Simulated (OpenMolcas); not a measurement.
# Re⁴⁺ complex: multiconfigurational calculation (part 2 of 2)

The same run, continued: Re⁴⁺ with 6 ligands (Br; octahedron, 2.54 Å), neutralised by 6 outer point charges of +0.33 e, whose field is part of the energies. Method: state-averaged CASSCF, active space 3 electrons in the shell 5d, basis ANO-RCC-VTZP on the metal and ANO-RCC-VDZP on the ligands, DKH2 scalar Hamiltonian, spin-orbit coupling by RASSI with atomic mean-field integrals (OpenMolcas).

**Log (extracts), continued**
```
--- RASSI ---
SPIN-FREE ENERGIES:
  (Shifted by EMIN (a.u.) =     -32303.2738401819)

 SF State       Relative EMIN(au)   Rel lowest level(eV)    D:o, cm**(-1)

     1             0.0000000000        0.0000000000              0.0000
    11             0.0578269135        1.5735504794          12691.5405
    12             0.0578269135        1.5735504794          12691.5405
    13             0.0606331690        1.6499125814          13307.4424
    14             0.0606331690        1.6499125814          13307.4424
    15             0.0606331690        1.6499125814          13307.4424
    16             0.0906164455        2.4657990994          19888.0110
    17             0.0906164455        2.4657990994          19888.0110
    18             0.0906164455        2.4657990994          19888.0110
     2             0.1055192981        2.8713263761          23158.8090
     3             0.1055192985        2.8713263892          23158.8092
     4             0.1055192985        2.8713263892          23158.8092
     5             0.1333086754        3.6275138576          29257.8724
     6             0.1333086754        3.6275138576          29257.8724
     7             0.1333086767        3.6275138927          29257.8727
    19             0.1500965060        4.0843339981          32942.3753
    20             0.1520132982        4.1364925709          33363.0626
    21             0.1520132982        4.1364925709          33363.0626
    22             0.1520132982        4.1364925709          33363.0626
    23             0.1580998776        4.3021168342          34698.9124
    24             0.1580998776        4.3021168342          34698.9124
    25             0.1580998776        4.3021168342          34698.9124
    26             0.1656820349        4.5084378455          36363.0035
    27             0.1656820354        4.5084378597          36363.0036
    28             0.1723908987        4.6909953288          37835.4289
    29             0.1723908994        4.6909953484          37835.4291
    30             0.1723908994        4.6909953484          37835.4291
    31             0.1918797157        5.2213130556          42112.7299
    32             0.1918797164        5.2213130764          42112.7300
    33             0.1918797164        5.2213130764          42112.7300
    34             0.1999863038        5.4419045568          43891.9203
     8             0.2255805318        6.1383589802          49509.2041
     9             0.2255805318        6.1383589802          49509.2041
    10             0.2255805318        6.1383589802          49509.2041
    35             0.2397905731        6.5250339041          52627.9476
    36             0.2397905737        6.5250339186          52627.9478
    37             0.2588407768        7.0434163540          56808.9841
    38             0.2588407768        7.0434163540          56808.9841
    39             0.2588407776        7.0434163744          56808.9842
    40             0.2609237009        7.1000956067          57266.1331
Eigenvalues of complex Hamiltonian:
   -----------------------------------
  (Shifted by EMIN (a.u.) =     -32303.2738401819)

 SO State       Relative EMIN(au)   Rel lowest level(eV)    D:o, cm**(-1)

     1            -0.0057835021        0.0000000024              0.0000
     2            -0.0057835022        0.0000000000              0.0000
     3            -0.0057835021        0.0000000024              0.0000
     4            -0.0057835022        0.0000000000              0.0000
     5             0.0480370819        1.4645327000          11812.2528
     6             0.0480370819        1.4645327000          11812.2528
     7             0.0480370818        1.4645326981          11812.2528
     8             0.0480370818        1.4645326981          11812.2528
     9             0.0536163368        1.6163519605          13036.7578
    10             0.0536163368        1.6163519605          13036.7578
    11             0.0536163367        1.6163519586          13036.7577
    12             0.0536163367        1.6163519586          13036.7577
    13             0.0576245128        1.7254199848          13916.4507
    14             0.0576245128        1.7254199848          13916.4507
    15             0.0868470181        2.5206048644          20330.0493
    16             0.0868470181        2.5206048644          20330.0493
    17             0.0904745910        2.6193161521          21126.2095
    18             0.0904745910        2.6193161521          21126.2095
    19             0.0904745909        2.6193161500          21126.2095
    20             0.0904745909        2.6193161500          21126.2095
    21             0.0997610365        2.8720132061          23164.3487
    22             0.0997610365        2.8720132061          23164.3487
    23             0.1033759018        2.9703787045          23957.7200
    24             0.1033759018        2.9703787045          23957.7200
    25             0.1033759020        2.9703787075          23957.7200
    26             0.1033759020        2.9703787075          23957.7200
    27             0.1050519704        3.0159868525          24325.5745
    28             0.1050519704        3.0159868525          24325.5745
    29             0.1050519708        3.0159868636          24325.5746
    30             0.1050519708        3.0159868636          24325.5746
    31             0.1071795848        3.0738821893          24792.5319
    32             0.1071795848        3.0738821893          24792.5319
    33             0.1258359330        3.5815472866          28887.1270
    34             0.1258359330        3.5815472866          28887.1270
    35             0.1319926971        3.7490813731          30238.3805
    36             0.1319926971        3.7490813731          30238.3805
    37             0.1319926976        3.7490813860          30238.3806
    38             0.1319926976        3.7490813860          30238.3806
    39             0.1348238650        3.8261213761          30859.7501
    40             0.1348238650        3.8261213761          30859.7501
    41             0.1372828050        3.8930325432          31399.4250
Weights of the five most important spin-orbit-free states for each spin-orbit state.

 SO State  Total energy (au)           Spin-free states, spin, and weights
 -------------------------------------------------------------------------------------------------------
    1        -0.005784       1 1.5  0.9387   18 0.5  0.0167    4 1.5  0.0127   17 0.5  0.0096    3 1.5  0.0053
    2        -0.005784       1 1.5  0.9387   16 0.5  0.0158   17 0.5  0.0112    2 1.5  0.0106    3 1.5  0.0095
    3        -0.005784       1 1.5  0.9387   18 0.5  0.0166    4 1.5  0.0127   17 0.5  0.0096    3 1.5  0.0052
    4        -0.005784       1 1.5  0.9387   16 0.5  0.0159   17 0.5  0.0112    2 1.5  0.0106    3 1.5  0.0095
    5         0.048037      12 0.5  0.3013   11 0.5  0.2141   14 0.5  0.1437   13 0.5  0.0824   18 0.5  0.0493
    6         0.048037      12 0.5  0.3013   11 0.5  0.2141   14 0.5  0.1437   13 0.5  0.0824   18 0.5  0.0493
    7         0.048037      11 0.5  0.3013   12 0.5  0.2141   15 0.5  0.1387   13 0.5  0.0924   16 0.5  0.0480
    8         0.048037      11 0.5  0.3013   12 0.5  0.2141   15 0.5  0.1387   13 0.5  0.0924   16 0.5  0.0480
    9         0.053616      11 0.5  0.3535   15 0.5  0.3437   14 0.5  0.1799   13 0.5  0.0665    7 1.5  0.0089
   10         0.053616      11 0.5  0.3535   15 0.5  0.3433   14 0.5  0.1805   13 0.5  0.0663    7 1.5  0.0089
   11         0.053616      12 0.5  0.3535   13 0.5  0.3271   14 0.5  0.2128   15 0.5  0.0501    5 1.5  0.0095
   12         0.053616      12 0.5  0.3535   13 0.5  0.3269   14 0.5  0.2135   15 0.5  0.0497    5 1.5  0.0095
```

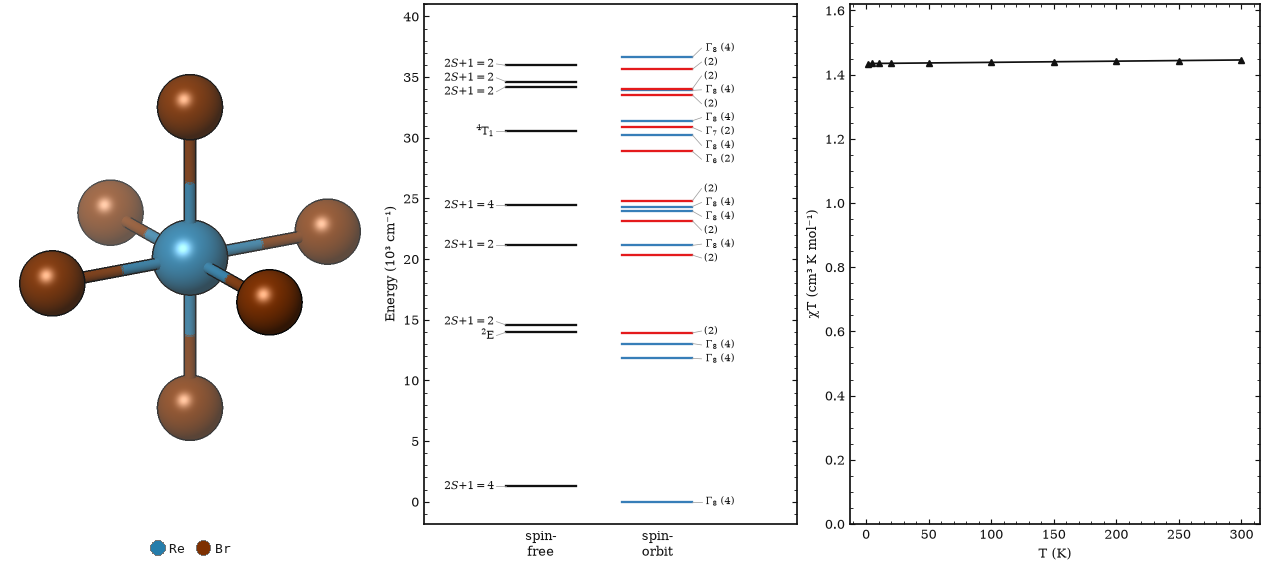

Re⁴⁺ (5d³) with 6 ligands, Br⁻, at 2.54 Å (arrangement: octahedron, Oh), neutralised by outer point charges of +0.33 e, and its levels and susceptibility. Labels give the representation in O, Td, D4 or D3 as the site allows (double group for half-integer spin) where it could be assigned and, in brackets, the degeneracy; spin-free states, where drawn, share the zero of the spin-orbit levels. Powder susceptibility by Van Vleck's formula. The ground level is Γ₈, 4-fold degenerate, 96 % from states of spin multiplicity 4. The next level lies at 11,800 cm⁻¹ (Γ₈). χT is 1.43 cm³ K mol⁻¹ at 2 K and 1.45 at 300 K, an effective moment of 3.40 μB. The active orbitals hold 67 to 88 % metal character (Löwdin), and the Mulliken charge of the metal is +0.84.

**Input**
```
&GATEWAY
Coord
7

Re 0.0 0.0 0.0
Br 2.540000 0.000000 0.000000
Br 0.000000 2.540000 0.000000
Br -2.540000 0.000000 0.000000
Br 0.000000 -2.540000 0.000000
Br 0.000000 0.000000 2.540000
Br 0.000000 0.000000 -2.540000
Basis=Re.ANO-RCC-VTZP,Br.ANO-RCC-VDZP
Group=XYZ
NoMove
AngMom=0.0 0.0 0.0
AMFI
RICD
XField
3 Angstrom 0
5.140000 0.000000 0.000000 0.333333
0.000000 5.140000 0.000000 0.333333
0.000000 0.000000 5.140000 0.333333
&SEWARD
&RASSCF
FileOrb=start.orb
Symmetry=1
Spin=4
nActEl=3 0 0
Inactive=69 73
Ras2=5 0
CIRoot=10 10 1
SDav=10
CIMx=300
Iter=150 100
PrWF=0.3
OrbListing=Nothing
MaxOrb=1
LevShft=1.0
>>> COPY $Project.JobIph JOB001
&RASSCF
FileOrb=start.orb
Symmetry=1
Spin=2
nActEl=3 0 0
Inactive=69 73
Ras2=5 0
CIRoot=40 40 1
SDav=40
CIMx=300
Iter=150 100
PrWF=0.3
OrbListing=Nothing
MaxOrb=0
LevShft=1.0
>>> COPY $Project.JobIph JOB002
&RASSI
NrOfJobIphs=2 10 40
1 2 3 4 5 6 7 8 9 10
1 2 3 4 5 6 7 8 9 10 11 12 13 14 15 16 17 18 19 20 21 22 23 24 25 26 27
28 29 30 31 32 33 34 35 36 37 38 39 40
IphNames
JOB001
JOB002
EJob
SpinOrbit
DIPRint=1.0
SOCoupling=1000.0
Subsets=2
Property=9
'ANGMOM' 1 'ANGMOM' 2 'ANGMOM' 3 'MLTPL  1' 1 'MLTPL  1' 2 'MLTPL  1' 3
'AMFI' 1 'AMFI' 2 'AMFI' 3
SOProperty=3
'ANGMOM' 1 'ANGMOM' 2 'ANGMOM' 3
```

The file start.orb holds starting orbitals from an earlier step. A driver script formed the levels outside the program, from RASSI's spin-orbit matrix and the active-space energies, averaged over the components of each term or state.

Launched with:
```bash
OMP_NUM_THREADS=1 MOLCAS_MEM=3686 MOLCAS_PROJECT=a pymolcas a.inp > a.log  # once for each step of the input, in one work folder
```

**Results in brief**

- outcome: converged
- energy of the lowest spin-free term: −32303.27384 hartree
- energy of the lowest spin-orbit level: −32303.27962 hartree
- largest spread among components of a term: 0.0 cm⁻¹
- hardware: 1 thread of Arm Neoverse V2, 24 GiB of memory available, shared host
- wall time: 3.3 min
- peak memory: 0.69 GiB

**Remarks**

Without dynamic correlation the splittings between terms come out too large, often by 20 to 50 %. To bear in mind: covalent bonds, ligand orbitals missing from the active space; distances are set from ionic radii, not optimised.
